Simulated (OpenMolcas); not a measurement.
## Single-point calculation of BCl2F (charge +1) (part 2 of 2)

The same run, continued: BCl2F, charge +1, multiplicity 2; revPBE/6-311+G**, UKS (OpenMolcas 26.06). The geometry is that of the parent species in another charge or spin state. The geometry comes from this level: PBE0-D4/def2-TZVP.

Geometry of the input (Å):
```
F  0.1144  -1.1653  -0.7812
B  0.0079  -0.0806  -0.0540
Cl -1.5495  0.3738  0.5714
Cl 1.4273  0.8721  0.2638
```

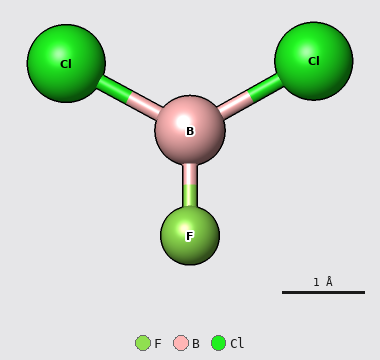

Figure 1. The structure as given in the input (ball-and-stick view, seen at a tilt).

Output, continued:
```
   9   -44.660341474  -861.944335862   635.614921550  -1.01E-02*   1.32E-01*   1.02E-02*    2.51E-01   2.94E+02   c2DIIS       2.
  10   -44.658434330  -861.896771826   635.569264659   1.91E-03*   1.57E-02*   6.39E-03*    2.46E-01   2.94E+02   c2DIIS       2.
  11   -44.661024488  -861.914556100   635.584458774  -2.59E-03*   1.13E-01*   1.77E-03*    3.44E-02   2.94E+02   QNRc2DIIS    2.
  12   -44.660103099  -861.912475182   635.583299246   9.21E-04*   1.04E-01*   1.52E-02*    1.22E-01   2.94E+02   QNRc2DIIS    2.
  13   -44.661023908  -861.916047062   635.585950316  -9.21E-04*   1.15E-02*   1.30E-03*    1.11E-01   2.94E+02   QNRc2DIIS    2.
  14   -44.661043568  -861.920552879   635.590436473  -1.97E-05*   1.23E-03*   1.81E-04*    1.25E-02   2.94E+02   QNRc2DIIS    2.
  15   -44.661043905  -861.915978264   635.585861522  -3.37E-07*   4.76E-04*   6.02E-05*    2.84E-03   2.94E+02   QNRc2DIIS    2.
  16   -44.661043937  -861.916326701   635.586209927  -3.16E-08*   1.74E-04*   2.59E-05*    1.26E-03   2.94E+02   QNRc2DIIS    2.
  17   -44.661043945  -861.916843004   635.586726221  -8.78E-09*   3.67E-05*   4.05E-06*    4.80E-04   2.94E+02   QNRc2DIIS    2.
  18   -44.661043946  -861.916777323   635.586660539  -1.74E-10*   1.65E-05*   1.35E-06*    1.39E-04   2.94E+02   QNRc2DIIS    2.
  19   -44.661043946  -861.916714058   635.586597275  -3.71E-11    4.34E-06    4.37E-07*    5.30E-05   2.94E+02   QNRc2DIIS    2.
  20   -44.661043946  -861.916767072   635.586650289  -3.87E-12    1.25E-06    1.47E-07*    1.26E-05   2.94E+02   QNRc2DIIS    2.
  21   -44.661043946  -861.916750171   635.586633388   4.55E-13*   1.76E-07    2.69E-08     2.42E-06   2.94E+02   QNRc2DIIS    2.
  22   -44.661043946  -861.916750971   635.586634187   2.27E-13*   4.08E-08    6.56E-09     3.78E-07   2.94E+02   QNRc2DIIS    2.
  23   -44.661043946  -861.916751025   635.586634242  -2.27E-13    9.37E-09    1.48E-09     8.34E-08   2.94E+02   QNRc2DIIS    2.

       Convergence after  23 Iterations
--

 *****************************************************************************************************************************
 *                                             SCF/KS-DFT Program, Final results                                             *
 *                                                       Final Results                                                       *
 *****************************************************************************************************************************

::    Total KS-DFT energy                           -1044.6610439457
      One-electron energy                           -1861.9167510250
      Two-electron energy                             635.5866342416
      Nuclear repulsion energy                        181.6690728377
      Kinetic energy (interpolated)                  1042.5058947565
      Virial theorem                                    1.0020672777
      Total spin, S(S+1)                                0.7518319177
      Total spin, S                                     0.5009155397
      Max non-diagonal density matrix element           0.0000000055
      Max non-diagonal Fock matrix element              0.0000000002

      All orbitals with orbital energies smaller than  E(LUMO)+0.5 are printed

++    Molecular orbitals:
      -------------------

      Title: UKS-DFT orbitals (alpha)

      Molecular orbitals for symmetry species 1: a

          Orbital            1         2         3         4         5         6         7         8         9        10
          Energy         -101.0295 -101.0295  -24.5468   -9.5093   -9.5093   -7.3287   -7.3287   -7.3246   -7.3246   -7.3177
          Occ. No.          1.0000    1.0000    1.0000    1.0000    1.0000    1.0000    1.0000    1.0000    1.0000    1.0000

          Orbital           11        12        13        14        15        16        17        18        19        20
          Energy           -7.3177   -6.9141   -1.3900   -1.0896   -1.0627   -0.7641   -0.7125   -0.7067   -0.6720   -0.6132
          Occ. No.          1.0000    1.0000    1.0000    1.0000    1.0000    1.0000    1.0000    1.0000    1.0000    1.0000

          Orbital           21        22        23        24        25        26        27        28        29        30
          Energy           -0.6107   -0.5953   -0.5834   -0.5754   -0.3117   -0.2351   -0.1816   -0.1491   -0.1349   -0.1248
          Occ. No.          1.0000    1.0000    1.0000    1.0000    0.0000    0.0000    0.0000    0.0000    0.0000    0.0000

          Orbital           31        32        33        34        35        36        37        38        39        40
          Energy           -0.1181   -0.1047   -0.0772   -0.0683   -0.0564   -0.0471   -0.0448   -0.0378   -0.0269    0.0079
          Occ. No.          0.0000    0.0000    0.0000    0.0000    0.0000    0.0000    0.0000    0.0000    0.0000    0.0000

          Orbital           41        42        43        44        45        46        47
          Energy            0.0848    0.1022    0.1111    0.1342    0.1439    0.1617    0.1706
          Occ. No.          0.0000    0.0000    0.0000    0.0000    0.0000    0.0000    0.0000

--

      All orbitals with orbital energies smaller than  E(LUMO)+0.5 are printed

++    Molecular orbitals:
      -------------------

      Title: UKS-DFT orbitals (beta)

      Molecular orbitals for symmetry species 1: a

          Orbital            1         2         3         4         5         6         7         8         9        10
          Energy         -101.0266 -101.0266  -24.5452   -9.5067   -9.5067   -7.3234   -7.3234   -7.3199   -7.3199   -7.3159
          Occ. No.          1.0000    1.0000    1.0000    1.0000    1.0000    1.0000    1.0000    1.0000    1.0000    1.0000

          Orbital           11        12        13        14        15        16        17        18        19        20
          Energy           -7.3159   -6.9145   -1.3868   -1.0736   -1.0448   -0.7603   -0.7048   -0.6995   -0.6703   -0.6037
          Occ. No.          1.0000    1.0000    1.0000    1.0000    1.0000    1.0000    1.0000    1.0000    1.0000    1.0000

          Orbital           21        22        23        24        25        26        27        28        29        30
          Energy           -0.5890   -0.5796   -0.5670   -0.5472   -0.3119   -0.2293   -0.1785   -0.1441   -0.1305   -0.1214
          Occ. No.          1.0000    1.0000    1.0000    0.0000    0.0000    0.0000    0.0000    0.0000    0.0000    0.0000

          Orbital           31        32        33        34        35
          Energy           -0.1176   -0.1002   -0.0755   -0.0671   -0.0532
          Occ. No.          0.0000    0.0000    0.0000    0.0000    0.0000

--

++    Molecular charges:
      ------------------

      Mulliken charges per centre and basis function type
      ---------------------------------------------------

                            F1                      B2                      CL3                     CL4
                     alpha        beta       alpha        beta       alpha        beta       alpha        beta
      1s           1.8525      1.8430      1.4890      1.5090      2.9919      2.9818      2.9919      2.9818
      2px          0.9314      0.8764      0.2796      0.2883      1.7091      1.5899      1.7464      1.5564
      2pz          0.8335      0.8315      0.2945      0.3097      1.8886      1.8075      1.9149      1.7839
      2py          0.7746      0.7711      0.3550      0.3748      1.9201      1.6303      1.8564      1.6875
      3d2+         0.0006      0.0006      0.0358      0.0392      0.0035      0.0035      0.0025      0.0025
      3d1+         0.0002      0.0002      0.0272      0.0278      0.0033      0.0033      0.0019      0.0019
      3d0          0.0004      0.0004      0.0213      0.0221      0.0014      0.0014      0.0016      0.0016
      3d1-         0.0010      0.0010      0.0202      0.0214      0.0006      0.0005      0.0009      0.0008
      3d2-         0.0004      0.0004      0.0406      0.0413      0.0026      0.0026      0.0046      0.0045
      Total        4.3947      4.3246      2.5631      2.6336      8.5211      8.0209      8.5211      8.0209
      Total              8.7193                  5.1968                 16.5420                 16.5420

      Charge            0.2807                 -0.1968                  0.4580                  0.4580

      Total electronic charge=   47.000000

      Total            charge=    1.000000
--

++    Molecular orbitals:
      -------------------

      Title: Natural orbitals

      Molecular orbitals for symmetry species 1: a

          Orbital            1         2         3         4         5         6         7         8         9        10
          Energy         -101.0279 -101.0278  -24.5348   -9.5044   -9.5042   -7.3227   -7.3242   -7.3160   -7.3110   -7.3157
          Occ. No.          2.0000    2.0000    2.0000    2.0000    2.0000    2.0000    2.0000    2.0000    2.0000    2.0000

          Orbital           11        12        13        14        15        16        17        18        19        20
          Energy           -6.9235   -7.3187   -0.6515   -0.9757   -1.1689   -0.5718   -0.6141   -0.7188   -0.7550   -0.6130
          Occ. No.          2.0000    2.0000    2.0000    2.0000    2.0000    2.0000    2.0000    2.0000    2.0000    1.9999

          Orbital           21        22        23        24        25        26        27        28        29        30
          Energy           -1.0408   -1.0348   -0.6218   -0.5657   -0.0396    0.3165    0.3290   -0.2784    0.0907    0.1438
          Occ. No.          1.9998    1.9998    1.9996    1.0000    0.0004    0.0002    0.0002    0.0001    0.0000    0.0000

          Orbital           31        32        33        34        35        36        37        38        39        40
          Energy            0.3573    0.2052    0.6748    1.5543    0.2334    0.8958    5.5234    5.8642    1.1003    3.8950
          Occ. No.          0.0000    0.0000    0.0000    0.0000    0.0000    0.0000    0.0000    0.0000    0.0000    0.0000

          Orbital           41        42        43        44        45        46        47        48        49        50
          Energy            4.8089    5.2152   16.0274    9.5901    4.9822   93.8704   94.8299    1.3545    0.6358    4.7614
          Occ. No.          0.0000    0.0000    0.0000    0.0000    0.0000    0.0000    0.0000    0.0000    0.0000    0.0000

          Orbital           51        52        53        54        55        56        57        58        59        60
          Energy            1.7636    3.1443    4.1428    0.2636    0.4487    0.7799    0.3534    0.6931    0.1080    2.1183
          Occ. No.          0.0000    0.0000    0.0000    0.0000    0.0000    0.0000    0.0000    0.0000    0.0000    0.0000

          Orbital           61        62        63        64        65        66        67        68        69        70
          Energy            1.1910    0.2560    0.4172    0.8588  119.0031    3.4160    0.0392   46.3774    1.7682   21.3818
          Occ. No.          0.0000    0.0000    0.0000    0.0000    0.0000    0.0000    0.0000    0.0000    0.0000    0.0000

          Orbital           71        72        73        74        75        76        77        78        79        80
          Energy            1.7688    0.5287    1.3368    0.9687    5.6444    0.3883    1.4331   16.6317   16.1369    3.5477
          Occ. No.          0.0000    0.0000    0.0000    0.0000    0.0000    0.0000    0.0000    0.0000    0.0000    0.0000

          Orbital           81        82        83        84        85        86        87        88        89        90
          Energy           23.6420    0.9572   14.2602   25.3322    1.8413    5.8929    0.7816    0.4452    1.4416    3.6017
          Occ. No.          0.0000    0.0000    0.0000    0.0000    0.0000    0.0000    0.0000    0.0000    0.0000    0.0000

          Orbital           91
          Energy            3.4020
          Occ. No.          0.0000

--

++    Molecular properties:
      ---------------------

      Charge (e):
                      =    1.0000
      Dipole Moment (debye):
      Origin of the operator (angstrom)=   -0.0202    0.2055    0.1378
                   X= -1.1788E-01               Y=  1.2011E+00               Z=  8.0517E-01           Total=  1.4508E+00
      Center of Charge (angstrom)
                     X=   -0.04471383               Y=    0.45559152               Z=    0.30541414
      Quadrupole Moment (debye*angstrom):
      Origin of the operator (angstrom)=   -0.0202    0.2055    0.1378
                  XX= -2.0994E+01              XY=  1.6799E+00              XZ= -1.1396E+00              YY= -3.0406E+01
                  YZ=  3.6278E-01              ZZ= -3.1036E+01
      In traceless form (debye*angstrom)
                  XX=  9.7265E+00              XY=  2.5199E+00              XZ= -1.7094E+00              YY= -4.3910E+00
                  YZ=  5.4417E-01              ZZ= -5.3355E+00
--

--- Stop Module: scf /rc=_RC_ALL_IS_WELL_ ---
--- Module scf spent 51 seconds ---

.##################.
.# Happy landing! #.
.##################.

    Timing: Wall=57.33 User=49.67 System=7.62
```

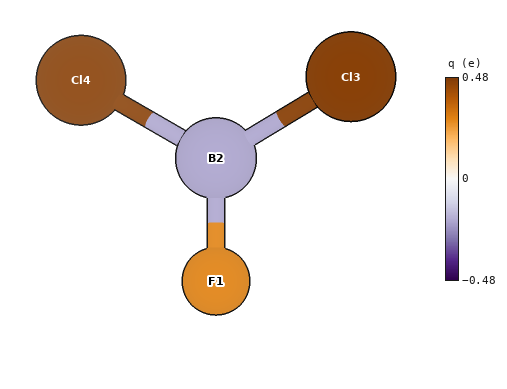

Figure 2. Mulliken charges, as the colour of each atom (ball-and-stick view, seen at a tilt; atoms are numbered from 1 in the order of the input). By element: F +0.28, B −0.20 and Cl +0.46 e.
